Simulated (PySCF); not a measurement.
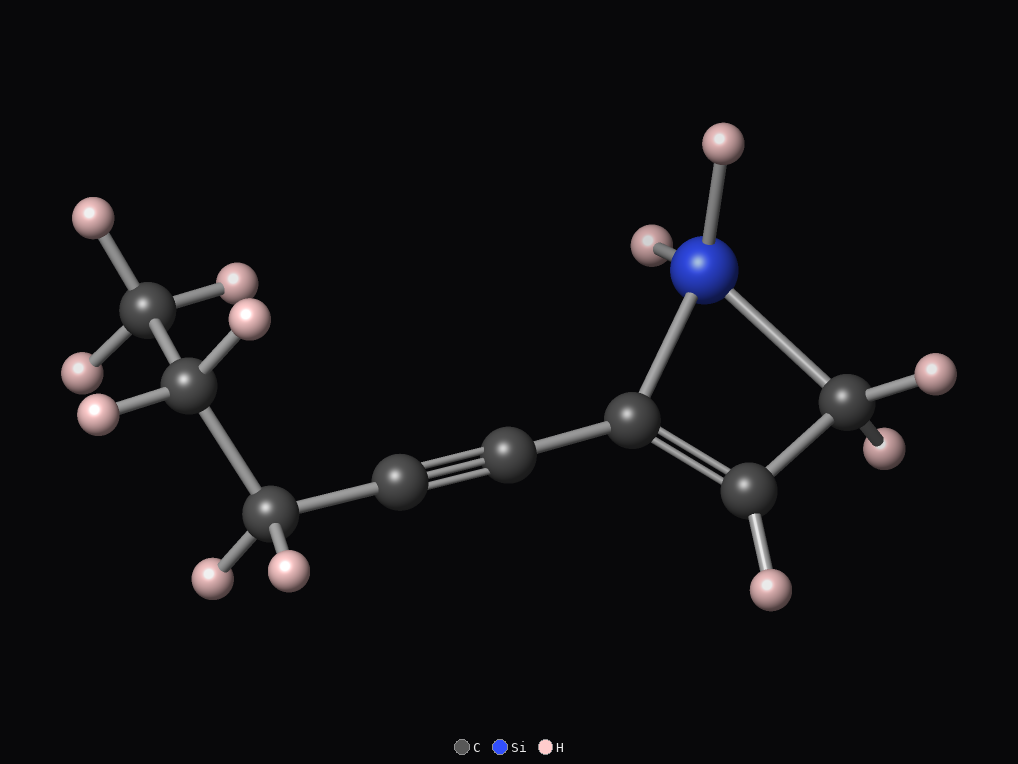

The computed structure is the end point of a GFN2-xTB optimisation. No frequency run is at hand to confirm it as a minimum. Level of theory: PBE0/pcSseg-1, gas phase (PySCF 2.14.0).

What is the dipole moment?

0.19 D.

Estimate the HOMO energy (Kohn–Sham orbital).

−6.51 eV.

Estimate the LUMO energy (Kohn–Sham orbital).

−0.63 eV.

The geometry is semi-empirical. Around Si such bond lengths and angles can be off by a tenth of an ångström or more and by several degrees, and values that hang on the shape move with them.
